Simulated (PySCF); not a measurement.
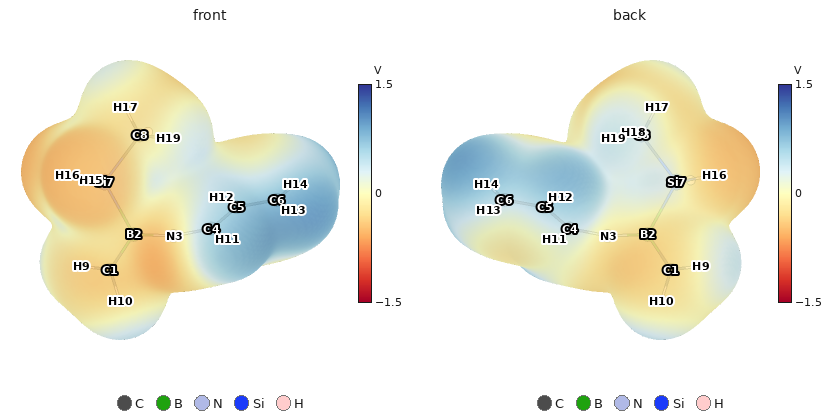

C₅H₁₁BNSi (doublet). The electrostatic potential painted on the density surface at 0.001 e/bohr³, seen from the front and from behind; red is negative and blue positive.

Geometry: GFN2-xTB.

Theory: UKS B3LYP, pcH-1 on B C H N Si, non-relativistic, mean-field spin-orbit, GIAO (PySCF 2.14.0, density-fitted response routines).

```csv
atom,x (Å),y (Å),z (Å)
C,-0.0523,-2.7489,1.3960
B,-0.2682,-1.3116,1.0579
N,0.6806,-0.3523,1.1174
C,1.4635,0.5884,0.8389
C,1.9040,0.9186,-0.4994
C,2.7354,1.9234,-0.7647
Si,-2.1008,-0.6401,0.6459
C,-2.0486,0.7420,-0.6695
H,-0.7525,-3.5264,1.1370
H,0.7768,-3.0978,1.9917
H,1.8557,1.2094,1.6471
H,1.5099,0.2966,-1.2921
H,3.1329,2.5468,0.0197
H,3.0489,2.1562,-1.7675
H,-2.8004,-0.0804,1.8220
H,-2.9879,-1.6998,0.1230
H,-3.0361,1.1556,-0.8495
H,-1.6687,0.3731,-1.6185
H,-1.4017,1.5563,-0.3538
```

Describe the electrostatic potential map.

The most negative region (about −0.5 V, or −12 kcal/mol for a unit charge) lies over N3, H15 and H16, the most positive (about +1.0 V, or +23 kcal/mol for a unit charge) over H11, H13 and H14.
